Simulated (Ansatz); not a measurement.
CH$_{8}$OSi$_{2}$Zn: geometry relaxation (part 1 of 2)

- system: CH$_{8}$OSi$_{2}$Zn, SMILES C[SiH2][SiH2][O][ZnH]
- method: RKS B3LYP-D4/def2-SVP (Ansatz 0.2.0)

It belongs to a series of runs on one base structure; here: end point B relaxed. Figures and captions count atoms from 1; the log counts them from 0 in places.

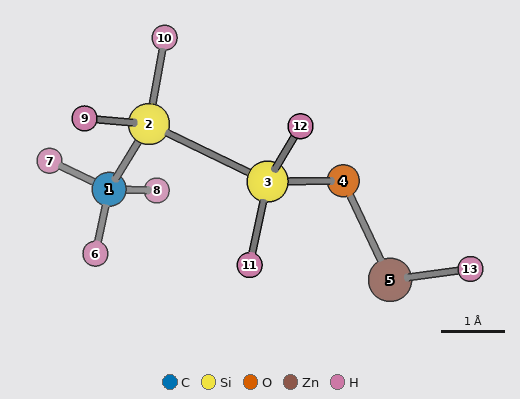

*The structure as given in the input (ball-and-stick view, seen at a tilt; atoms are numbered from 1 in the order of the input). Sticks mark near contacts.*

Bond lengths as drawn: C–H 1.09 to 1.16 Å, C–Si 1.80 Å, H–Si 1.46 to 1.52 Å, H–Zn 1.70 Å, O–Si 1.71 Å, O–Zn 1.79 Å and Si–Si 2.23 Å.

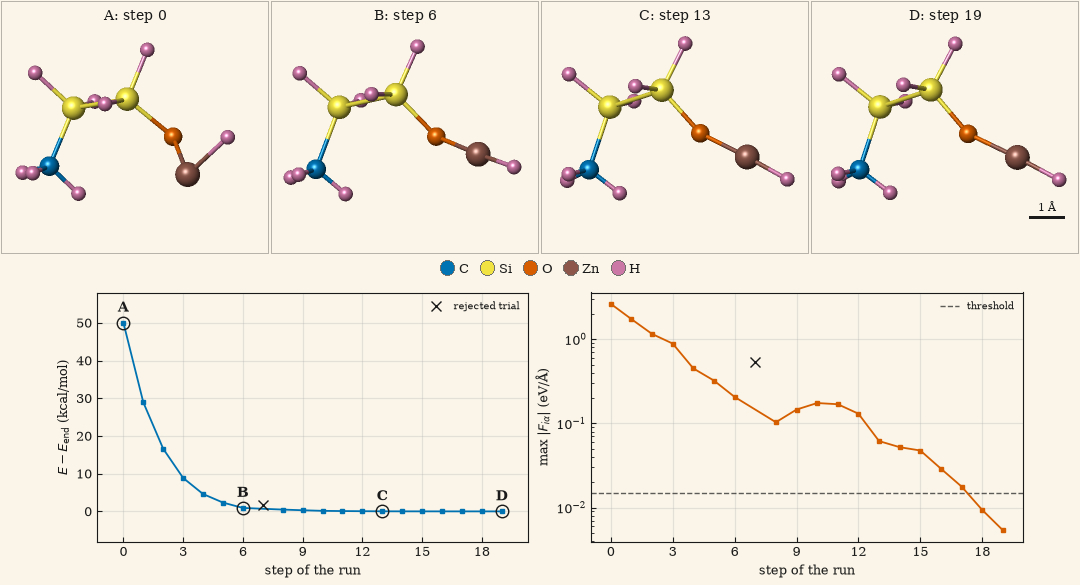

*Frames of the relaxation (ball-and-stick view, seen at a tilt) above the curves, on which the letters mark them (the first geometry is step 0 here and step 1 in the log).*

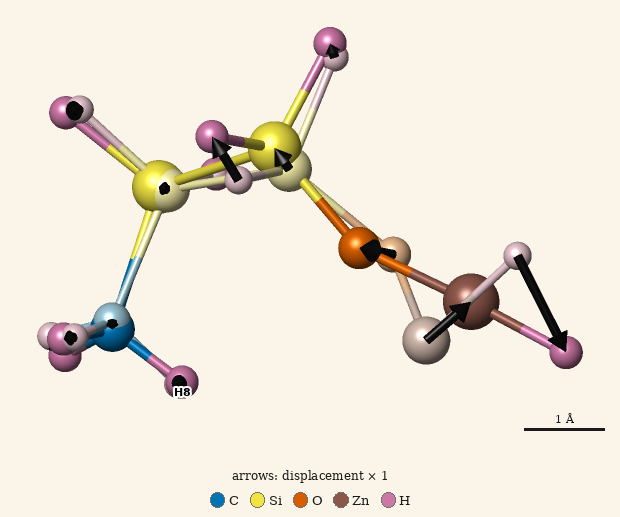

*Start (faint) and end (solid) with the displacements as black arrows, at true length (ball-and-stick view, seen at a tilt). The two geometries are laid on each other by the best rigid fit.*

The energy falls by 50.0 kcal/mol in 19 geometry steps. The largest force component goes from 2.6 to 0.0054 eV/Å. The line search rejected the trial step at point 7 (counted from 0) and went back. The atom that moves furthest after the best rigid fit is H13 (1.36 Å). By element the largest moves are H 1.36 Å, Zn 0.75 Å, O 0.61 Å, Si 0.34 Å, C 0.12 Å. Distances before and after: Zn5–H13 1.698 → 1.513 Å, Si2–Si3 2.229 → 2.350 Å, C1–Si2 1.804 → 1.895 Å, Si3–O4 1.713 → 1.652 Å. Among the angles that change: O4–Zn5–H13 94.2° → 177.0°, Si3–O4–Zn5 116.8° → 145.8°, O4–Si3–H12 106.2° → 111.9°. (Atoms are counted from 1 in the order of the input.)

The input and output of the run follow.

The input:
```yaml
crystal:
  periodic: [false, false, false]
  atoms:
    - { symbol: C, position_ang: [-1.627, 0.4151, 0.6869] }
    - { symbol: Si, position_ang: [0.0786, -0.0202, 1.0804] }
    - { symbol: Si, position_ang: [0.8693, -1.2816, -0.579] }
    - { symbol: O, position_ang: [0.9397, -0.3888, -2.0391] }
    - { symbol: Zn, position_ang: [0.08235, -1.08346, -3.45211] }
    - { symbol: H, position_ang: [-2.2923, -0.4403, 0.5686] }
    - { symbol: H, position_ang: [-2.0579, 1.0924, 1.495] }
    - { symbol: H, position_ang: [-1.6548, 1.0464, -0.2835] }
    - { symbol: H, position_ang: [0.1106, -0.7577, 2.3833] }
    - { symbol: H, position_ang: [0.9023, 1.1981, 1.2419] }
    - { symbol: H, position_ang: [0.0715, -2.4953, -0.6802] }
    - { symbol: H, position_ang: [2.308, -1.6496, -0.2342] }
    - { symbol: H, position_ang: [1.44631, -1.91286, -4.03135] }
basis:
  gaussian: { orbitals: def2-SVP }
hamiltonian:
  xc: b3lyp
  dispersion: d4
relax:
  f_tol: 0.015
  max_steps: 40
```

Command:
```bash
ansatz run input.yaml --threads 2 --pin off --max-ram 3072MiB --backend cpu --events-out ev --progress --plain --runs-dir out
```

The program's output:
```
The last accepted step is kept in [file] (removed where the run ends without a failure and the disk answers)
Engine: ansatz 0.2.0, aarch64-unknown-linux-gnu
Functional definition: B3LYP
  parameter a0 = 0.2
  parameter ax = 0.72
  parameter ac = 0.81
  exchange = (1 - a0 - ax)*slater_x + ax*b88_x + a0*exact_x
  correlation = (1 - ac)*vwn_rpa_c + ac*lyp_c
1399 factors; integrals over basis functions are off by at most 3.5e-4 eV
mean field evaluation 1: about -67364.6642 eV, gradient 7.7e1 eV
mean field evaluation 2: about -67274.4862 eV, gradient 1.9e2 eV
mean field evaluation 4: about -67376.4616 eV, gradient 1.4e1 eV
mean field evaluation 8: about -67376.8775 eV, gradient 4.2e-1 eV
mean field evaluation 16: about -67376.9247 eV, gradient 1.8e-4 eV
mean field -67376.92470642 eV, -2476.0563132412 hartree, gradient 7.8e-5 eV, S^2 0.000000; 0 other end points of the search recorded, 0 dependent functions left out
the calculation of the forces begins
reference -67376.92503486 eV, -2476.0563253109 hartree; 40, 40 occupied and 95, 95 virtual orbitals, 1399 factors
relax step   1: F+E_penalty+E_count = -67377.44785419 eV  Δ(F+E_penalty+E_count) = +0.000e0 eV  max|allowed force component| = 2.632e0 eV/Å  Δτ_max = 0.0000 Å  (30 SCF iters, accepted)
these checks for a lower state are left out or cut short: starts, cluster_reference, orbital_swaps, neighbouring_geometries, increment
1399 factors; integrals over basis functions are off by at most 3.7e-4 eV
mean field -67377.84777254 eV, -2476.0902352954 hartree, gradient 1.3e-5 eV, S^2 0.000000; 0 other end points of the search recorded, 0 dependent functions left out
[... from here on the field's lines of each further geometry are left out, up to the last ...]
relax step   2: F+E_penalty+E_count = -67378.36419137 eV  Δ(F+E_penalty+E_count) = -9.163e-1 eV  max|allowed force component| = 1.731e0 eV/Å  Δτ_max = 0.1950 Å  (36 SCF iters, accepted)
relax step   3: F+E_penalty+E_count = -67378.89843271 eV  Δ(F+E_penalty+E_count) = -5.342e-1 eV  max|allowed force component| = 1.154e0 eV/Å  Δτ_max = 0.1926 Å  (31 SCF iters, accepted)
relax step   4: F+E_penalty+E_count = -67379.23324852 eV  Δ(F+E_penalty+E_count) = -3.348e-1 eV  max|allowed force component| = 8.871e-1 eV/Å  Δτ_max = 0.1950 Å  (30 SCF iters, accepted)
relax step   5: F+E_penalty+E_count = -67379.41806767 eV  Δ(F+E_penalty+E_count) = -1.848e-1 eV  max|allowed force component| = 4.498e-1 eV/Å  Δτ_max = 0.1999 Å  (30 SCF iters, accepted)
relax step   6: F+E_penalty+E_count = -67379.51644284 eV  Δ(F+E_penalty+E_count) = -9.838e-2 eV  max|allowed force component| = 3.223e-1 eV/Å  Δτ_max = 0.2000 Å  (31 SCF iters, accepted)
relax step   7: F+E_penalty+E_count = -67379.57807738 eV  Δ(F+E_penalty+E_count) = -6.163e-2 eV  max|allowed force component| = 2.063e-1 eV/Å  Δτ_max = 0.2000 Å  (30 SCF iters, accepted)
relax step   8: F+E_penalty+E_count = -67379.54794151 eV  Δ(F+E_penalty+E_count) = +3.014e-2 eV  max|allowed force component| = 5.400e-1 eV/Å  Δτ_max = 0.2000 Å  (31 SCF iters, rejected (line search))
relax step   9: F+E_penalty+E_count = -67379.59698625 eV  Δ(F+E_penalty+E_count) = -1.891e-2 eV  max|allowed force component| = 1.032e-1 eV/Å  Δτ_max = 0.0985 Å  (31 SCF iters, accepted)
relax step  10: F+E_penalty+E_count = -67379.60470677 eV  Δ(F+E_penalty+E_count) = -7.721e-3 eV  max|allowed force component| = 1.459e-1 eV/Å  Δτ_max = 0.1000 Å  (30 SCF iters, accepted)
relax step  11: F+E_penalty+E_count = -67379.61152047 eV  Δ(F+E_penalty+E_count) = -6.814e-3 eV  max|allowed force component| = 1.744e-1 eV/Å  Δτ_max = 0.1456 Å  (30 SCF iters, accepted)
relax step  12: F+E_penalty+E_count = -67379.61400033 eV  Δ(F+E_penalty+E_count) = -2.480e-3 eV  max|allowed force component| = 1.689e-1 eV/Å  Δτ_max = 0.1291 Å  (30 SCF iters, accepted)
relax step  13: F+E_penalty+E_count = -67379.61556052 eV  Δ(F+E_penalty+E_count) = -1.560e-3 eV  max|allowed force component| = 1.303e-1 eV/Å  Δτ_max = 0.0249 Å  (31 SCF iters, accepted)
relax step  14: F+E_penalty+E_count = -67379.61677871 eV  Δ(F+E_penalty+E_count) = -1.218e-3 eV  max|allowed force component| = 6.163e-2 eV/Å  Δτ_max = 0.0342 Å  (31 SCF iters, accepted)
relax step  15: F+E_penalty+E_count = -67379.61727784 eV  Δ(F+E_penalty+E_count) = -4.991e-4 eV  max|allowed force component| = 5.213e-2 eV/Å  Δτ_max = 0.0372 Å  (31 SCF iters, accepted)
relax step  16: F+E_penalty+E_count = -67379.61750620 eV  Δ(F+E_penalty+E_count) = -2.284e-4 eV  max|allowed force component| = 4.759e-2 eV/Å  Δτ_max = 0.0425 Å  (31 SCF iters, accepted)
relax step  17: F+E_penalty+E_count = -67379.61760833 eV  Δ(F+E_penalty+E_count) = -1.021e-4 eV  max|allowed force component| = 2.892e-2 eV/Å  Δτ_max = 0.0054 Å  (24 SCF iters, accepted)
relax step  18: F+E_penalty+E_count = -67379.61769801 eV  Δ(F+E_penalty+E_count) = -8.969e-5 eV  max|allowed force component| = 1.774e-2 eV/Å  Δτ_max = 0.0158 Å  (25 SCF iters, accepted)
relax step  19: F+E_penalty+E_count = -67379.61777330 eV  Δ(F+E_penalty+E_count) = -7.528e-5 eV  max|allowed force component| = 9.362e-3 eV/Å  Δτ_max = 0.0305 Å  (31 SCF iters, accepted)
the calculation of the forces begins
reference -67379.12663659 eV, -2476.1372326824 hartree; 40, 40 occupied and 95, 95 virtual orbitals, 1399 factors
relax step  20: F+E_penalty+E_count = -67379.61778926 eV  Δ(F+E_penalty+E_count) = -1.596e-5 eV  max|allowed force component| = 5.374e-3 eV/Å  Δτ_max = 0.0154 Å  (25 SCF iters, accepted)
1399 factors; integrals over basis functions are off by at most 5.1e-4 eV
mean field evaluation 160: about -67379.1252 eV, gradient 7.3e-1 eV
mean field -67379.12628990 eV, -2476.1372199416 hartree, gradient 9.7e-6 eV, S^2 0.000000; 1 other end points of the search recorded, 0 dependent functions left out
the calculation of the forces begins
reference -67379.12663659 eV, -2476.1372326824 hartree; 40, 40 occupied and 95, 95 virtual orbitals, 1399 factors
Total energy: -67379.61813595 eV, -2476.1552949507 hartree
Atom 0 at    -1.696964     0.498628     0.648663 Å, force     0.003454    -0.005374     0.002628 eV/Å
Atom 1 at     0.060052     0.051745     1.199420 Å, force     0.002173     0.002372    -0.002291 eV/Å
Atom 2 at     0.946719    -1.495446    -0.331755 Å, force    -0.005359    -0.002109    -0.000575 eV/Å
Atom 3 at     0.633531    -0.892630    -1.837358 Å, force     0.002369    -0.000329     0.003667 eV/Å
Atom 4 at     0.810339    -1.143141    -3.584537 Å, force    -0.001215    -0.001227    -0.001596 eV/Å
Atom 5 at    -2.361890    -0.377155     0.717818 Å, force    -0.001445    -0.002274     0.000004 eV/Å
Atom 6 at    -2.126494     1.306760     1.261146 Å, force    -0.001246     0.004010     0.003037 eV/Å
Atom 7 at    -1.678151     0.827029    -0.402543 Å, force    -0.000141     0.001522    -0.005213 eV/Å
Atom 8 at     0.049124    -0.499529     2.592230 Å, force     0.000006    -0.001011     0.000943 eV/Å
Atom 9 at     0.907758     1.286243     1.218924 Å, force    -0.000132     0.002133    -0.000434 eV/Å
Atom 10 at     0.296979    -2.836910    -0.130421 Å, force     0.001191     0.001000    -0.002125 eV/Å
Atom 11 at     2.416301    -1.713774    -0.108920 Å, force    -0.000555     0.000298     0.000185 eV/Å
Atom 12 at     0.919356    -1.289638    -5.086028 Å, force     0.000898     0.000989     0.001768 eV/Å
Dipole moment:    -0.062400    -0.040482    -0.433172 e Å
```

Trajectory as extended XYZ (Å, eV, eV/Å), 17 of the 20 frames kept, from step=1 to step=20:
```
13
Properties=species:S:1:pos:R:3:forces:R:3 step=1 energy=-67377.44785
C    -1.6270    0.4151    0.6869   -1.9317   2.6316  -0.6897
Si    0.0786   -0.0202    1.0804    0.8554  -0.0003   1.3073
Si    0.8693   -1.2816   -0.5790    2.2246   0.8520  -1.4949
O     0.9397   -0.3888   -2.0391   -0.7744  -0.0600   2.2178
Zn    0.0824   -1.0835   -3.4521    1.6640  -0.8541  -0.9170
H    -2.2923   -0.4403    0.5686   -0.2095  -0.2882  -0.0570
H    -2.0579    1.0924    1.4950    0.2534  -0.6815  -0.7600
H    -1.6548    1.0464   -0.2835   -0.0161  -0.9298   1.1948
H     0.1106   -0.7577    2.3833    0.0584  -0.0530   0.0420
H     0.9023    1.1981    1.2419    0.1551   0.2510   0.0255
H     0.0715   -2.4953   -0.6802   -0.4950  -0.7893  -0.1997
H     2.3080   -1.6496   -0.2342   -0.4367  -0.1511  -0.1003
H     1.4463   -1.9129   -4.0313   -1.3473   0.0727  -0.5689
13
Properties=species:S:1:pos:R:3:forces:R:3 step=2 energy=-67378.36419
C    -1.6579    0.4557    0.6946   -0.9653   0.9944  -0.3840
Si    0.0718   -0.0049    1.1247    0.6820  -0.2523   0.5456
Si    0.9320   -1.2928   -0.5586    0.2506   1.0579  -0.8765
O     0.8138   -0.2969   -1.9376   -0.6990  -0.7408   0.6611
Zn    0.2482   -1.1197   -3.4841    1.7315  -0.1436   0.4059
H    -2.3086   -0.4203    0.5689   -0.0538  -0.0886   0.0090
H    -2.0950    1.1052    1.4841    0.0173  -0.1923  -0.2532
H    -1.6692    1.0390   -0.2625    0.0069  -0.3414   0.4728
H     0.1148   -0.7656    2.4116   -0.0356   0.0719   0.1449
H     0.9123    1.2156    1.2590    0.0496   0.1346   0.0950
H     0.0888   -2.5139   -0.6933   -0.0339  -0.3478  -0.1051
H     2.3440   -1.6878   -0.2525   -0.0229  -0.1447  -0.1600
H     1.3817   -1.9914   -4.1977   -0.9273  -0.0075  -0.5556
13
Properties=species:S:1:pos:R:3:forces:R:3 step=3 energy=-67378.89843
C    -1.6767    0.4770    0.7017   -0.2401  -0.0041   0.0426
Si    0.0756    0.0019    1.1756    0.1589  -0.0078   0.1726
Si    0.9283   -1.2669   -0.5444   -0.1243   0.4533  -0.5659
O     0.7371   -0.2600   -1.8889   -0.4930  -0.8759  -0.2102
Zn    0.4376   -1.1545   -3.4887    1.1542   0.4277   1.0862
H    -2.3117   -0.4158    0.5750    0.0119   0.0321   0.0283
H    -2.1224    1.1134    1.4774   -0.1439   0.0846   0.0331
H    -1.6698    1.0301   -0.2479    0.0260   0.0285  -0.0645
H     0.1056   -0.7481    2.4656   -0.0336   0.0574   0.1465
H     0.9168    1.2304    1.2924    0.0089   0.0410   0.1198
H     0.1135   -2.5299   -0.7083    0.0778  -0.0133  -0.0023
H     2.3377   -1.7017   -0.2934    0.0657  -0.0266  -0.1285
H     1.3050   -2.0539   -4.3594   -0.4685  -0.1970  -0.6578
13
Properties=species:S:1:pos:R:3:forces:R:3 step=5 energy=-67379.41807
C    -1.6713    0.4847    0.7208   -0.0895   0.0191  -0.0123
Si    0.0746   -0.0055    1.2679   -0.2496   0.3303   0.0265
Si    0.9145   -1.2307   -0.5274    0.0717  -0.1426  -0.1205
O     0.6785   -0.3170   -1.9069   -0.0729  -0.4153  -0.1781
Zn    0.7216   -1.2040   -3.4936    0.4498  -0.0052   0.1684
H    -2.3083   -0.4096    0.6254   -0.0155   0.0002  -0.0081
H    -2.1694    1.1859    1.4098    0.0608  -0.0137   0.0182
H    -1.6040    0.9588   -0.2717   -0.0230  -0.0015   0.0000
H     0.0261   -0.7074    2.5871    0.0854  -0.1082  -0.0438
H     0.8901    1.2358    1.4400    0.0659  -0.0088   0.0425
H     0.1685   -2.5384   -0.6608   -0.0123   0.0339   0.0856
H     2.3470   -1.6420   -0.3444    0.0270   0.0714  -0.0199
H     1.1088   -2.0885   -4.6895   -0.2979   0.2402   0.0416
```
